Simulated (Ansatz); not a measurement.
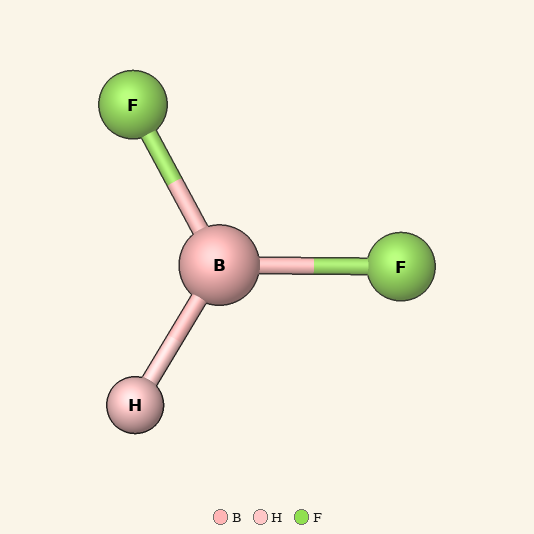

All atoms lie in one plane, which faces the viewer. Computed geometry: PBE0-D4/def2-TZVP optimisation.

Which symmetry elements does this geometry have?

Answer. It has 1 C2 axis and 2 mirror planes, so the point group is C2v. The group has 4 operations. The geometry is achiral, and symmetry allows a dipole moment.
